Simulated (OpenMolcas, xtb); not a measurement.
**How methods differ on CH5BN2 (SMILES B1NCN1)**

The species is CH5BN2 (9 atoms), meant as a singlet with charge 0. As SMILES, `B1NCN1`. The shape is that of a PBE0-D4/def2-TZVP optimisation.

Quantity: the HOMO–LUMO gap, in eV. The values are calculated.

```
           level             kind     program  value (eV)   CPU time
        GFN0-xTB   semi-empirical         xtb        6.24  under 2 s
    HF/def2-SVPD     Hartree–Fock  OpenMolcas       12.75       35 s
 SVWN5/def2-SVPD              LDA  OpenMolcas        5.79       76 s
   PBE/def2-SVPD              GGA  OpenMolcas        5.82    1.7 min
revPBE/def2-SVPD              GGA  OpenMolcas        5.73    1.7 min
 M06-L/def2-SVPD         meta-GGA  OpenMolcas        6.57    2.2 min
M06-2X/def2-SVPD  hybrid meta-GGA  OpenMolcas        9.28      2 min
B2PLYP/def2-SVPD    double hybrid  OpenMolcas        9.62       73 s
```

The values span 5.73 to 12.75 eV. Orbital gaps aren't excitation energies, and those of double hybrids come from the SCF part alone; they tend to grow with the share of exact exchange. CPU times are rough (shared hosts, several kinds of processor): they show what a rung costs within a factor of a few.

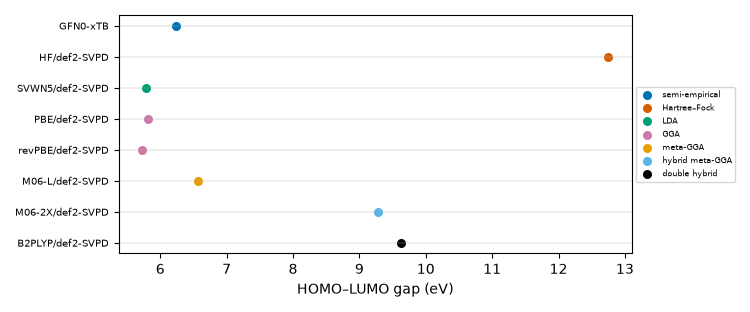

The values of the table, level by level.
